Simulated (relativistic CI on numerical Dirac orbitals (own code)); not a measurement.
# Tb⁺: one ion under different settings

Aim: see what numerical and physical settings do to the SCF, the total energy and the lowest levels of Tb⁺.

Program: relativistic CI on numerical Dirac orbitals (own code) version 3. Level of theory: Dirac-Coulomb-Breit CI, KLI orbitals optimised for each configuration, model QED (radiative potential, 1s self-energy scaled to tabulated hydrogen-like ionisation energies), numerical settings as typed. These are calculated values, not measurements, unless marked.

### Step 1. What is computed

* ion: Tb⁺ (Tb II)
* nuclear charge: 65
* electrons: 64
* isotope: A = 159

### Step 2. The usual input

The run's settings:

```ini
atom Tb  Z=65  charge=1  electrons=64
nucleus A=159  rms_radius_fm=5.0600
hamiltonian dirac-coulomb  breit=on  qed=on  c_scale=1
orbitals kli  potential=per-configuration
slater_scale 1
correlation none
mixing on
grid step=0.0125 r_max=129.7
scf mixing=0.4 start=green max_iterations=150 tolerance=2e-08 node_fill=0.05
configurations
  [Xe] 4f9 6s
  [Xe] 4f8 6s2
end
```

Command:

```
$ python run_levels.py task.json out
```

The settings of every run stand in task.json; they run in order.

From the run's result record (rounded, not every field):

```text
{
  "status": "converged",
  "levels [i, E_cm, J2, conf, term, w_term, w_jj]": [
    [0, 0, 12, "4f8 6s2", "7F", 0.9642, 0.372],
    [1, 2011.5599, 10, "4f8 6s2", "7F", 0.9751, 0.434],
    [2, 3298.8251, 8, "4f8 6s2", "7F", 0.9628, 0.4074],
    [3, 4280.9683, 6, "4f8 6s2", "7F", 0.9588, 0.3775],
    [4, 4976.2258, 4, "4f8 6s2", "7F", 0.9551, 0.4393],
    [5, 5431.9508, 2, "4f8 6s2", "7F", 0.9534, 0.4701],
    [6, 5655.5229, 0, "4f8 6s2", "7F", 0.9525, 0.442],
    [7, 14852.933, 16, "4f9 6s", "7H*", 0.9543, 0.4397],
    [8, 16422.723, 14, "4f9 6s", "5H*", 0.4974, 0.4475],
    [9, 18189.972, 14, "4f9 6s", "7H*", 0.513, 0.4803],
    [10, 18740.913, 12, "4f9 6s", "7H*", 0.7335, 0.446],
    [11, 20402.139, 10, "4f9 6s", "7H*", 0.8409, 0.4941],
    [12, 20701.001, 12, "4f9 6s", "5H*", 0.7316, 0.5112],
    [13, 21679.192, 8, "4f9 6s", "7H*", 0.8956, 0.3602],
    "... 16 more rows left out ..."
  ],
  "total_energy [Ha]": -11694.378201,
  "n_levels_all": 691,
  "overlap": 1.62597e-11,
  "scf_iterations": [17, 13],
  "orbital_energies [Ha]": {"1s": -1901.96, "2s": -315.339, "2p1/2": -299.591, "2p3/2": -272.228, "3s": -70.2067, "3p1/2": -63.3838, "3p3/2": -57.7236, "3d3/2": -46.0081, "3d5/2": -44.7746, "4s": -14.1721, "4p1/2": -11.4974, "4p3/2": -10.2508, "4d3/2": -5.84988, "4d5/2": -5.6251, "5s": -2.04013, "5p1/2": -1.32222, "5p3/2": -1.16203, "4f5/2": -0.441965, "4f7/2": -0.413178, "6s": -0.391715},
  "configurations [conf, odd, states, E_av_Ha, breit_Ha, qed_Ha]": [
    ["4f9 6s", 1, 4004, -11712.32133, 10.94, 7.342],
    ["4f8 6s2", 0, 3003, -11712.30147, 10.94, 7.343]
  ],
  "scf_steps of the first configuration [iteration, E_Ha, residual, outer_eigenvalue_Ha]": [
    [1, -11698.63148, 2.15, -0.5739],
    [2, -11711.47884, 0.513, -0.4333],
    [3, -11712.125, 0.276, -0.4143],
    [4, -11712.30813, 0.202, -0.3915],
    [5, -11712.30806, 0.202, -0.3913],
    [6, -11712.30571, 0.187, -0.4225],
    [7, -11712.32331, 0.109, -0.5698],
    [8, -11712.32239, 0.0356, -0.4438],
    [9, -11712.32129, 0.000883, -0.3905],
    [10, -11712.32139, 0.00369, -0.397],
    [11, -11712.32134, 0.000902, -0.3931],
    [12, -11712.32133, 9.9e-05, -0.3916],
    [13, -11712.32133, 0.0001, -0.3919],
    [14, -11712.32133, 2.8e-05, -0.3918],
    [15, -11712.32133, 2.94e-07, -0.3917],
    [16, -11712.32133, 2.7e-08, -0.3917],
    [17, -11712.32133, 1.65e-08, -0.3917]
  ]
}
```

Run time: 0.28 s. Hardware: 1 thread, shared host.

### Step 3. Slater scale 0.6

Settings: those of step 2 with these lines changed.

```diff
@@ -4,3 +4,3 @@
 orbitals kli  potential=per-configuration
-slater_scale 1
+slater_scale 0.6
 correlation none
```

Result record:

```text
{
  "status": "converged",
  "levels [i, E_cm, J2, conf, term, w_term]": [
    [0, 0, 12, "4f8 6s2", "7F", 0.9097],
    [1, 2187.6058, 10, "4f8 6s2", "7F", 0.937],
    [2, 3188.5464, 8, "4f8 6s2", "7F", 0.8745],
    [3, 4197.4096, 6, "4f8 6s2", "7F", 0.8899],
    [4, 4840.3985, 4, "4f8 6s2", "7F", 0.8836],
    [5, 5309.9278, 2, "4f8 6s2", "7F", 0.8894],
    [6, 5526.2368, 0, "4f8 6s2", "7F", 0.889],
    [7, 6312.5429, 16, "4f9 6s", "7H*", 0.8927],
    "... 22 more rows left out ..."
  ],
  "total_energy [Ha]": -11694.243494,
  "n_levels_all": 691,
  "overlap": 1.62597e-11,
  "scf_iterations": [17, 13],
  "orbital_energies [Ha]": {"1s": -1901.96, "2s": -315.339, "2p1/2": -299.591, "2p3/2": -272.228, "3s": -70.2067, "3p1/2": -63.3838, "3p3/2": -57.7236, "3d3/2": -46.0081, "3d5/2": -44.7746, "4s": -14.1721, "4p1/2": -11.4974, "4p3/2": -10.2508, "4d3/2": -5.84988, "4d5/2": -5.6251, "5s": -2.04013, "5p1/2": -1.32222, "5p3/2": -1.16203, "4f5/2": -0.441965, "4f7/2": -0.413178, "6s": -0.391715},
  "configurations [conf, odd, states, E_av_Ha, breit_Ha, qed_Ha]": [
    ["4f9 6s", 1, 4004, -11712.32133, 10.94, 7.342],
    ["4f8 6s2", 0, 3003, -11712.30147, 10.94, 7.343]
  ],
  "scf_steps of the first configuration [iteration, E_Ha, residual, outer_eigenvalue_Ha]": [
    [1, -11698.63148, 2.15, -0.5739],
    [2, -11711.47884, 0.513, -0.4333],
    [3, -11712.125, 0.276, -0.4143],
    [4, -11712.30813, 0.202, -0.3915],
    [5, -11712.30806, 0.202, -0.3913],
    [6, -11712.30571, 0.187, -0.4225],
    [7, -11712.32331, 0.109, -0.5698],
    [8, -11712.32239, 0.0356, -0.4438],
    [9, -11712.32129, 0.000883, -0.3905],
    [10, -11712.32139, 0.00369, -0.397],
    [11, -11712.32134, 0.000902, -0.3931],
    [12, -11712.32133, 9.9e-05, -0.3916],
    [13, -11712.32133, 0.0001, -0.3919],
    [14, -11712.32133, 2.8e-05, -0.3918],
    [15, -11712.32133, 2.94e-07, -0.3917],
    [16, -11712.32133, 2.7e-08, -0.3917],
    [17, -11712.32133, 1.65e-08, -0.3917]
  ]
}
```

Wall time 0.3 s (1 thread, shared host).

### Step 4. Grid step 0.008

Settings: those of step 3 with these lines changed.

```diff
@@ -4,6 +4,6 @@
 orbitals kli  potential=per-configuration
-slater_scale 0.6
+slater_scale 1
 correlation none
 mixing on
-grid step=0.0125 r_max=129.7
+grid step=0.008 r_max=129.7
 scf mixing=0.4 start=green max_iterations=150 tolerance=2e-08 node_fill=0.05
```

Result record:

```text
{
  "status": "converged",
  "levels [i, E_cm, J2, conf, term, w_term]": [
    [0, 0, 12, "4f8 6s2", "7F", 0.9642],
    [1, 2011.5598, 10, "4f8 6s2", "7F", 0.9751],
    [2, 3298.825, 8, "4f8 6s2", "7F", 0.9628],
    [3, 4280.9683, 6, "4f8 6s2", "7F", 0.9588],
    [4, 4976.2257, 4, "4f8 6s2", "7F", 0.9551],
    [5, 5431.9507, 2, "4f8 6s2", "7F", 0.9534],
    [6, 5655.5229, 0, "4f8 6s2", "7F", 0.9525],
    [7, 14852.912, 16, "4f9 6s", "7H*", 0.9543],
    "... 22 more rows left out ..."
  ],
  "total_energy [Ha]": -11694.378318,
  "n_levels_all": 691,
  "overlap": 7.02376e-13,
  "scf_iterations": [17, 13],
  "orbital_energies [Ha]": {"1s": -1901.96, "2s": -315.339, "2p1/2": -299.591, "2p3/2": -272.228, "3s": -70.2067, "3p1/2": -63.3838, "3p3/2": -57.7236, "3d3/2": -46.0081, "3d5/2": -44.7746, "4s": -14.1721, "4p1/2": -11.4974, "4p3/2": -10.2508, "4d3/2": -5.84988, "4d5/2": -5.6251, "5s": -2.04013, "5p1/2": -1.32222, "5p3/2": -1.16203, "4f5/2": -0.441965, "4f7/2": -0.413178, "6s": -0.391715},
  "configurations [conf, odd, states, E_av_Ha, breit_Ha, qed_Ha]": [
    ["4f9 6s", 1, 4004, -11712.32145, 10.94, 7.342],
    ["4f8 6s2", 0, 3003, -11712.30159, 10.94, 7.343]
  ],
  "scf_steps of the first configuration [iteration, E_Ha, residual, outer_eigenvalue_Ha]": [
    [1, -11698.6316, 2.15, -0.5739],
    [2, -11711.47896, 0.513, -0.4333],
    [3, -11712.12512, 0.276, -0.4143],
    [4, -11712.30825, 0.202, -0.3915],
    [5, -11712.30819, 0.202, -0.3913],
    [6, -11712.30573, 0.186, -0.4242],
    [7, -11712.32347, 0.109, -0.5685],
    [8, -11712.32245, 0.0325, -0.4389],
    [9, -11712.32141, 0.000857, -0.3905],
    [10, -11712.32151, 0.00396, -0.3974],
    [11, -11712.32146, 0.00076, -0.3928],
    [12, -11712.32145, 9.65e-05, -0.3916],
    [13, -11712.32145, 0.000106, -0.3919],
    [14, -11712.32145, 3.21e-05, -0.3918],
    [15, -11712.32145, 4.32e-07, -0.3917],
    [16, -11712.32145, 2.59e-08, -0.3917],
    [17, -11712.32145, 1.27e-08, -0.3917]
  ]
}
```

It took 0.39 s on 1 thread, shared host.

### Step 5. End of the grid 90.79

Settings: those of step 4 with these lines changed.

```diff
@@ -7,3 +7,3 @@
 mixing on
-grid step=0.008 r_max=129.7
+grid step=0.0125 r_max=90.79
 scf mixing=0.4 start=green max_iterations=150 tolerance=2e-08 node_fill=0.05
```

Result record:

```text
{
  "status": "converged",
  "levels [i, E_cm, J2, conf, term, w_term]": [
    [0, 0, 12, "4f8 6s2", "7F", 0.9642],
    [1, 2011.5599, 10, "4f8 6s2", "7F", 0.9751],
    [2, 3298.8251, 8, "4f8 6s2", "7F", 0.9628],
    [3, 4280.9683, 6, "4f8 6s2", "7F", 0.9588],
    [4, 4976.2258, 4, "4f8 6s2", "7F", 0.9551],
    [5, 5431.9508, 2, "4f8 6s2", "7F", 0.9534],
    [6, 5655.5229, 0, "4f8 6s2", "7F", 0.9525],
    [7, 14852.933, 16, "4f9 6s", "7H*", 0.9543],
    "... 22 more rows left out ..."
  ],
  "total_energy [Ha]": -11694.378201,
  "n_levels_all": 691,
  "overlap": 1.62612e-11,
  "scf_iterations": [17, 13],
  "orbital_energies [Ha]": {"1s": -1901.96, "2s": -315.339, "2p1/2": -299.591, "2p3/2": -272.228, "3s": -70.2067, "3p1/2": -63.3838, "3p3/2": -57.7236, "3d3/2": -46.0081, "3d5/2": -44.7746, "4s": -14.1721, "4p1/2": -11.4974, "4p3/2": -10.2508, "4d3/2": -5.84988, "4d5/2": -5.6251, "5s": -2.04013, "5p1/2": -1.32222, "5p3/2": -1.16203, "4f5/2": -0.441965, "4f7/2": -0.413178, "6s": -0.391715},
  "configurations [conf, odd, states, E_av_Ha, breit_Ha, qed_Ha]": [
    ["4f9 6s", 1, 4004, -11712.32133, 10.94, 7.342],
    ["4f8 6s2", 0, 3003, -11712.30147, 10.94, 7.343]
  ],
  "scf_steps of the first configuration [iteration, E_Ha, residual, outer_eigenvalue_Ha]": [
    [1, -11698.63148, 2.15, -0.5739],
    [2, -11711.47884, 0.513, -0.4333],
    [3, -11712.125, 0.276, -0.4143],
    [4, -11712.30813, 0.202, -0.3915],
    [5, -11712.30806, 0.202, -0.3913],
    [6, -11712.30571, 0.187, -0.4225],
    [7, -11712.32331, 0.109, -0.5698],
    [8, -11712.32239, 0.0356, -0.4438],
    [9, -11712.32129, 0.000883, -0.3905],
    [10, -11712.32139, 0.00369, -0.397],
    [11, -11712.32134, 0.000902, -0.3931],
    [12, -11712.32133, 9.9e-05, -0.3916],
    [13, -11712.32133, 0.0001, -0.3919],
    [14, -11712.32133, 2.8e-05, -0.3918],
    [15, -11712.32133, 2.94e-07, -0.3917],
    [16, -11712.32133, 2.7e-08, -0.3917],
    [17, -11712.32133, 1.65e-08, -0.3917]
  ]
}
```

It took 0.29 s on 1 thread, shared host.

### Step 6. Slater scale 0.5, potential mixing 0.9, node fill 0.01

The run's settings:

```ini
atom Tb  Z=65  charge=1  electrons=64
nucleus A=159  rms_radius_fm=5.0600
hamiltonian dirac-coulomb  breit=on  qed=on  c_scale=1
orbitals kli  potential=per-configuration
slater_scale 0.5
correlation none
mixing on
grid step=0.0125 r_max=129.7
scf mixing=0.9 start=green max_iterations=150 tolerance=2e-08 node_fill=0.01
configurations
  [Xe] 4f9 6s
  [Xe] 4f8 6s2
end
```

Result record:

```text
{
  "status": "converged",
  "levels [i, E_cm, J2, conf, term, w_term]": [
    [0, 0, 12, "4f8 6s2", "7F", 0.8792],
    [1, 2233.6359, 10, "4f8 6s2", "7F", 0.9159],
    [2, 3029.2874, 8, "4f8 6s2", "7F", 0.8111],
    [3, 4095.8503, 6, "4f8 6s2", "7F", 0.8521],
    [4, 4154.4062, 16, "4f9 6s", "7H*", 0.8622],
    [5, 4697.1025, 4, "4f8 6s2", "7F", 0.8415],
    [6, 4999.5222, 14, "4f9 6s", "5H*", 0.6693],
    [7, 5190.3306, 2, "4f8 6s2", "7F", 0.8561],
    "... 22 more rows left out ..."
  ],
  "total_energy [Ha]": -11694.206732,
  "n_levels_all": 691,
  "overlap": 1.64533e-11,
  "scf_iterations": [15, 14],
  "orbital_energies [Ha]": {"1s": -1902.37, "2s": -315.525, "2p1/2": -299.799, "2p3/2": -272.422, "3s": -70.2808, "3p1/2": -63.4628, "3p3/2": -57.7979, "3d3/2": -46.0896, "3d5/2": -44.854, "4s": -14.186, "4p1/2": -11.5123, "4p3/2": -10.2643, "4d3/2": -5.86386, "4d5/2": -5.63861, "5s": -2.04484, "5p1/2": -1.32637, "5p3/2": -1.16566, "4f5/2": -0.450924, "4f7/2": -0.421907, "6s": -0.393168},
  "configurations [conf, odd, states, E_av_Ha, breit_Ha, qed_Ha]": [
    ["4f9 6s", 1, 4004, -11712.32382, 10.94, 7.343],
    ["4f8 6s2", 0, 3003, -11712.30341, 10.95, 7.344]
  ],
  "scf_steps of the first configuration [iteration, E_Ha, residual, outer_eigenvalue_Ha]": [
    [1, -11698.63148, 2.13, -0.5739],
    [2, -11650.29898, 5.04, -0.3337],
    [3, -11711.6334, 0.371, -0.7854],
    [4, -11711.712, 0.773, -0.6228],
    [5, -11712.2518, 0.362, -0.5694],
    [6, -11712.2736, 0.312, -0.5431],
    [7, -11712.3242, 0.0196, -0.4082],
    [8, -11712.32429, 0.0448, -0.4247],
    [9, -11712.32424, 0.0101, -0.3978],
    [10, -11712.3239, 0.00181, -0.3941],
    [11, -11712.32381, 0.000228, -0.3931],
    [12, -11712.32382, 3.94e-05, -0.3932],
    [13, -11712.32382, 1.84e-06, -0.3932],
    [14, -11712.32382, 2.06e-06, -0.3932],
    [15, -11712.32382, 1.25e-08, -0.3932]
  ]
}
```

Run time: 0.29 s. Hardware: 1 thread, shared host.

### Step 7. Nuclear radius 5060.0

The run's settings:

```ini
atom Tb  Z=65  charge=1  electrons=64
nucleus A=159  rms_radius_fm=5060.0000
hamiltonian dirac-coulomb  breit=on  qed=on  c_scale=1
orbitals kli  potential=per-configuration
slater_scale 1
correlation none
mixing on
grid step=0.0125 r_max=129.7
scf mixing=0.4 start=green max_iterations=53 tolerance=2e-08 node_fill=0.05
configurations
  [Xe] 4f9 6s
  [Xe] 4f8 6s2
end
```

Result record:

```text
{
  "status": "converged",
  "levels [i, E_cm, J2, conf, term, w_term]": [
    [0, 0, 16, "4f9 6s", "7H*", 0.8982],
    [1, 350.23141, 14, "4f9 6s", "5H*", 0.7876],
    [2, 7779.773, 14, "4f9 6s", "7H*", 0.8273],
    [3, 8035.476, 12, "4f9 6s", "5H*", 0.6967],
    [4, 12384.743, 12, "4f9 6s", "7H*", 0.6028],
    [5, 12552.225, 10, "4f9 6s", "5H*", 0.4946],
    [6, 15683.914, 12, "4f9 6s", "7F*", 0.8539],
    [7, 15983.024, 10, "4f9 6s", "5F*", 0.5383],
    "... 22 more rows left out ..."
  ],
  "total_energy [Ha]": -6344.6246319,
  "n_levels_all": 691,
  "overlap": 3.39277e-08,
  "scf_iterations": [12, 12],
  "orbital_energies [Ha]": {"1s": -313.923, "2s": -84.4578, "2p1/2": -163.625, "2p3/2": -162.759, "3s": -19.4353, "3p1/2": -35.9539, "3p3/2": -35.789, "3d3/2": -52.3847, "3d5/2": -51.7425, "4s": -3.69359, "4p1/2": -6.50114, "4p3/2": -6.46919, "4d3/2": -7.82396, "4d5/2": -7.72141, "5s": -0.754394, "5p1/2": -1.07823, "5p3/2": -1.07357, "4f5/2": -3.07389, "4f7/2": -3.00527, "6s": -0.24439},
  "configurations [conf, odd, states, E_av_Ha, breit_Ha, qed_Ha]": [
    ["4f9 6s", 1, 4004, -6346.190792, 1.82, 0.1926],
    ["4f8 6s2", 0, 3003, -6343.152782, 1.82, 0.193]
  ],
  "scf_steps of the first configuration [iteration, E_Ha, residual, outer_eigenvalue_Ha]": [
    [1, -6321.343538, 2.38, -0.2253],
    [2, -6342.103182, 0.973, -0.2462],
    [3, -6345.669212, 0.303, -0.2461],
    [4, -6346.188234, 0.0222, -0.2439],
    [5, -6346.191419, 0.00635, -0.2446],
    [6, -6346.190638, 0.00192, -0.2445],
    [7, -6346.190795, 0.000121, -0.2444],
    [8, -6346.190804, 8.38e-05, -0.2444],
    [9, -6346.19078, 6.45e-05, -0.2444],
    [10, -6346.190792, 9.37e-07, -0.2444],
    [11, -6346.190792, 1.54e-07, -0.2444],
    [12, -6346.190792, 2.88e-09, -0.2444]
  ]
}
```

Run time: 0.27 s. Hardware: 1 thread, shared host.

This setting is unsound; the numbers are not properties of the ion.

### Step 8. Comparison

| setting | total energy less usual (Ha) | largest shift of a level among the lowest eight of both runs, same label and place (cm⁻¹) | SCF iterations | time | lowest level | kind of change |
| --- | --- | --- | --- | --- | --- | --- |
| usual | 0 | 0 | 30 | 0.28 s | 4f8 6s2 7F6 | - |
| Slater scale 0.6 | 0.135 | 8540 | 30 | 0.3 s | 4f8 6s2 7F6 | model term |
| grid step 0.008 | -0.000117 | 0.0211 | 30 | 0.39 s | 4f8 6s2 7F6 | numerical |
| end of the grid 90.79 | 0 | 0 | 30 | 0.29 s | 4f8 6s2 7F6 | numerical |
| Slater scale 0.5, potential mixing 0.9, node fill 0.01 | 0.171 | 10700 | 29 | 0.29 s | 4f8 6s2 7F6 | model term |
| nuclear radius 5060.0 | 5.35e+03 | - | 24 | 0.27 s | 4f9 6s 7H°8 | unsound |

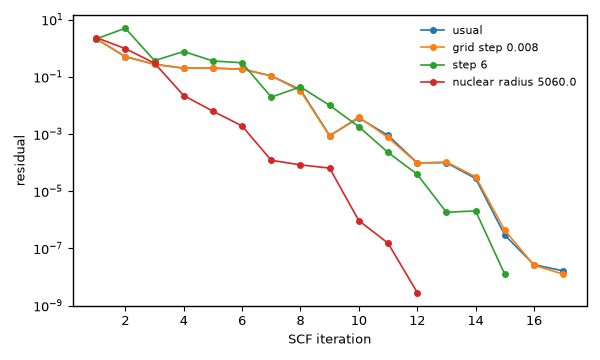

Residual of the first configuration's SCF.

### Step 9. Results

```
                    quantity           value
lowest level, usual settings     4f8 6s2 7F6
                total energy  -11694.3782 Ha
            first excitation     2011.6 cm⁻¹
```

The lowest level changes under «nuclear radius 5060.0». Among the runs whose levels can be followed, they move most under «Slater scale 0.5, potential mixing 0.9, node fill 0.01» (model term), by up to 10700 cm⁻¹. No visible change in the result comes from «end of the grid 90.79». Only the listed configurations are in the model. The computed lowest level is not of the first configuration typed, so it may not be the ion's true ground level. Near neutrality, missing correlation can shift configurations against each other by thousands of cm⁻¹.
